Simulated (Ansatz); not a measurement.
Consider GaH3O3.

The calculation's input:

```
crystal:
  periodic: [false, false, false]
  atoms:
    - { symbol: Ga, position_ang: [0.0, 0.0, 0.0] }
    - { symbol: O, position_ang: [0.0, 0.0, 1.79] }
    - { symbol: H, position_ang: [-0.9095, -0.2814, 2.1271] }
    - { symbol: O, position_ang: [1.5501, 0.0, -0.895] }
    - { symbol: H, position_ang: [1.85, -0.9519, -1.0499] }
    - { symbol: O, position_ang: [-1.5501, 0.0, -0.895] }
    - { symbol: H, position_ang: [-2.0598, -0.8467, -0.6865] }
basis:
  gaussian: { orbitals: def2-SVP }
hamiltonian:
  xc: pbe
  dispersion: d4
relax:
  f_tol: 0.02
  max_steps: 40
output:
  orbitals: {}
```

Launched as:

```sh
ansatz run input.yaml --threads 2 --pin off --max-ram 3072MiB --backend cpu --events-out ev --progress --plain --runs-dir out
```

The fields are those of the run's last geometry, not of the input's.

The calculation used RKS PBE-D4/def2-SVP (Ansatz 0.2.0).

### What will maps of the electron density and electron localisation function show?

Ga–O (1.79 Å): the density is about 0.88 e/Å³ at the midpoint; the ELF peaks at about 0.85 in the valence shell of O, 0.6 Å from its nucleus, and is about 0.25 at the midpoint.
O–H (0.97 Å): the density is about 3.5 e/Å³ at the midpoint; the ELF climbs to about 1 towards the hydrogen, as it does in any bond to H (a covalent bond by its length).

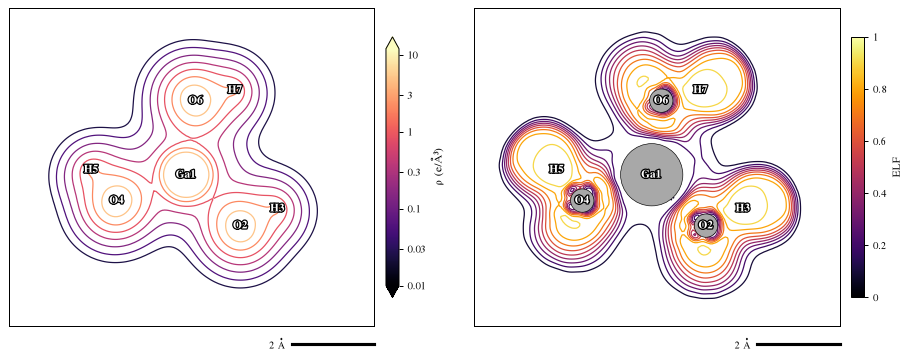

Computed electron density and electron localisation function on the molecular plane, in this order. Grey discs cover the atomic cores in the ELF map. 
